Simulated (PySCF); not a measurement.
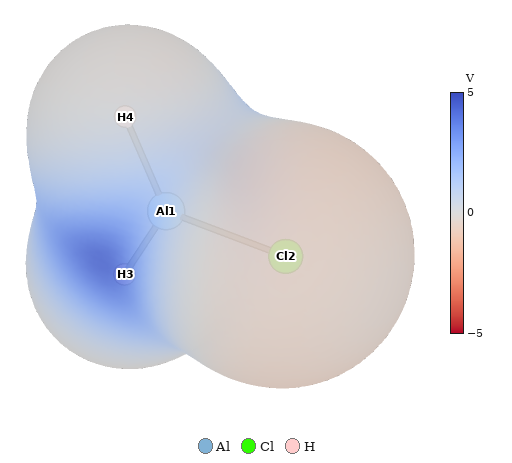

*AlClH2 (SMILES [AlH2][Cl]). The molecular electrostatic potential painted on the density surface at 0.002 e/bohr³, seen at a tilt; red is negative and blue positive.*

Geometry: PBE0-D3(BJ)/def2-SVP.

Computed with PySCF, DFT single point, gas phase, functional M06-2X.

**Describe the electrostatic potential map.**

The most negative region (about −0.6 V) lies over Cl2, the most positive (about +4.1 V) over Al1.

**What dipole moment does the calculation give?**

Its dipole moment is 1.40 D.
